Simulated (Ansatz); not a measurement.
```xyz
12

O    -0.6113    0.5273    2.3951
B     0.2000    0.2556    1.3064
F     1.5305    0.2392    1.5858
O    -0.0060    1.2919    0.1747
C     0.1253    0.9760   -1.0474
C     0.2141   -0.3288   -1.5013
C    -0.0036   -1.3281   -0.5685
O    -0.1408   -1.1165    0.6753
H    -1.5466    0.5370    2.1940
H     0.1177    1.8122   -1.7486
H     0.3143   -0.5527   -2.5519
H    -0.1165   -2.3680   -0.8797
```

Geometry: PBE0-D4/def2-TZVP.

The calculation used RKS PBE0-D4/def2-TZVPP in Ansatz 0.2.0.

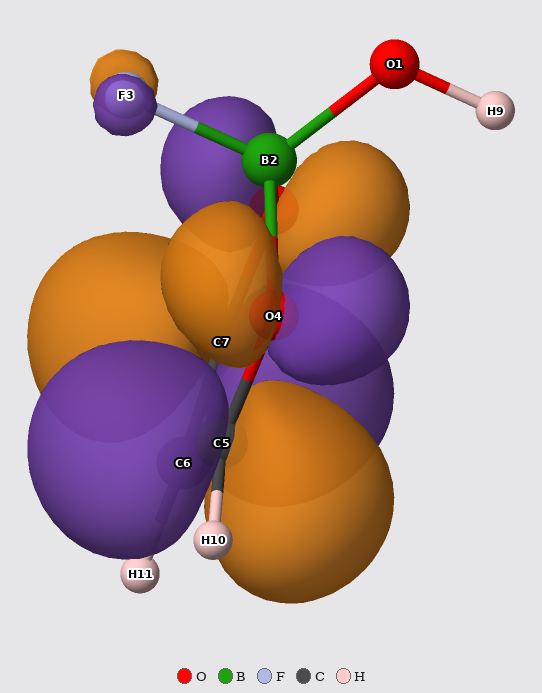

C3H4BFO3. The LUMO at ±0.1 Å⁻³ᐟ² (orange and purple are the two phases), seen at an oblique angle.

**Where does this orbital lie, and at what energy?**

Its weight (Hirshfeld) is mainly on C5 (about 25 %), C7 (about 25 %), O4 (about 15 %), O8 (about 15 %) and C6 (about 10 %). Its energy is −2.61 eV.
